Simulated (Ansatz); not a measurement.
System: AlCaS (charge −1, triplet).

Input

```
crystal:
  periodic: [false, false, false]
  atoms:
    - symbol: Al
      position_ang: [1.376532, 0.208794, 1.177140]
    - symbol: Ca
      position_ang: [-0.675400, 0.089291, -1.217794]
    - symbol: S
      position_ang: [-0.858693, 0.393325, 1.314844]
basis:
  gaussian: {orbitals: def2-TZVPD}
total_charge: -1
magnetization: {spin_polarized: true, initial_magnetization: 2}
hamiltonian: {xc: {name: PBE0}}
output: {forces: true, orbitals: {seedname: orbitals}}
```

Command:

```sh
ansatz run input.yaml --threads 2 --pin off --max-ram 4350MiB --events-out events.jsonl --progress --plain --runs-dir runs
```

Geometry: r2SCAN-D4/def2-TZVPD; the highest occupied orbital lies above zero, a sign that basis and functional describe the outermost electron poorly.

These are results of Ansatz, isolated molecule in a Gaussian basis; Kohn-Sham density functional theory, functional PBE0, not measurements.

Predict the electron density, electron localisation function and spin density between the atoms.

Answer. Al–S (2.25 Å): the density is about 0.58 e/Å³ at the midpoint; the ELF peaks at about 0.85 in the valence shell of S, 1.0 Å from its nucleus, and is about 0.80 at the midpoint.
Ca–S (2.56 Å): ρ is about 0.36 e/Å³ halfway; the ELF peaks at about 0.85 in the valence shell of S, 0.9 Å from its nucleus, and is about 0.35 at the midpoint (a largely ionic contact).
The unpaired spin (2 electrons) lies mostly on Ca2 (about 1.3), Al1 (about 0.6) and S3 (about 0.1), in electrons by Hirshfeld's partition.

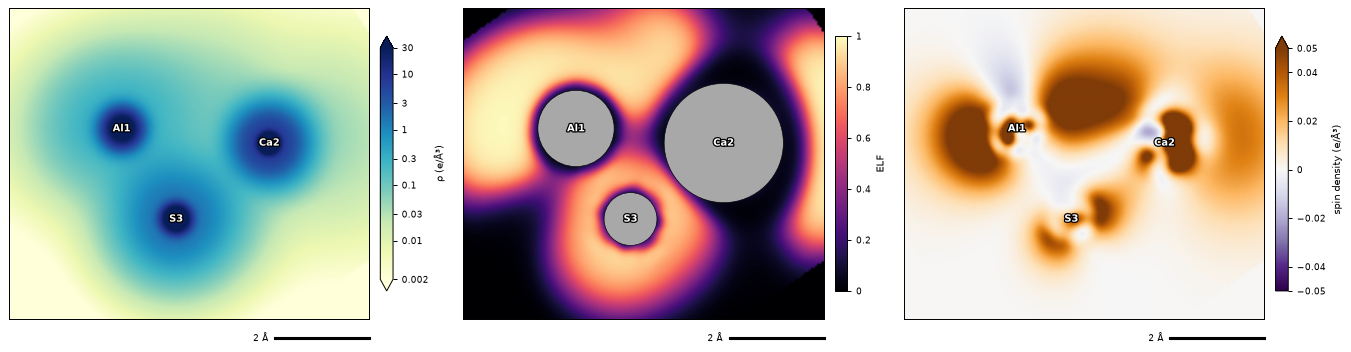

Computed electron density, electron localisation function and spin density on the molecular plane, in this order. Grey discs cover the atomic cores in the ELF map. 
